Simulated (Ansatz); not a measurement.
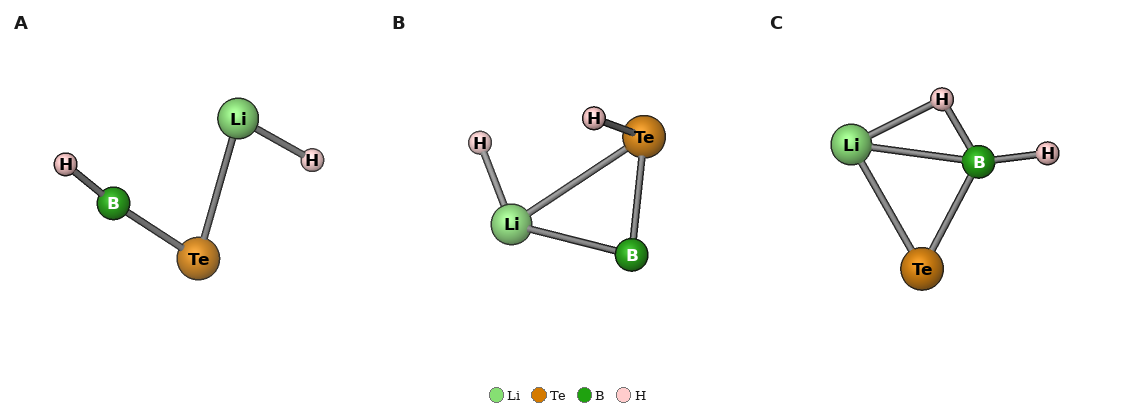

3 stationary structures of one formula. Geometries: PBE-D4/def2-SVP. Electronic energies: PBE-D4/def2-SVP (Ansatz 0.2.0), without zero-point energy. No frequency run is at hand to confirm each as a minimum.

Which is lowest in energy, and by how much?

C is lowest (Cs); A lies 2.670 eV above it (Cs), B lies 5.572 eV above it (C1).
